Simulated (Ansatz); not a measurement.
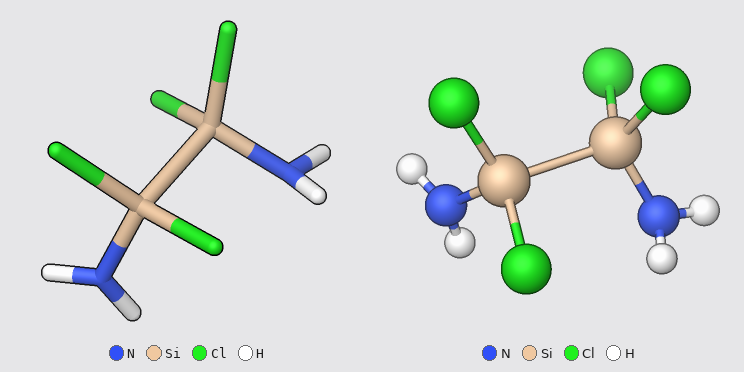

Simulated data, not a measurement (program: Ansatz).

Both panels show the same species.

### Count the atoms of each element.

Cl₄H₄N₂Si₂, 12 atoms: 4 chlorine, 4 hydrogen, 2 nitrogen and 2 silicon.

### Name some functional groups or characteristic bonds that it holds.

Among them: Si–N bond.

### Count the bonded pairs by element.

4 Cl–Si, 4 N–H, 2 N–Si, 1 Si–Si.

### What is its SMILES?

N[Si](Cl)(Cl)[Si](N)(Cl)Cl

### Does it have rings?

It has no ring.
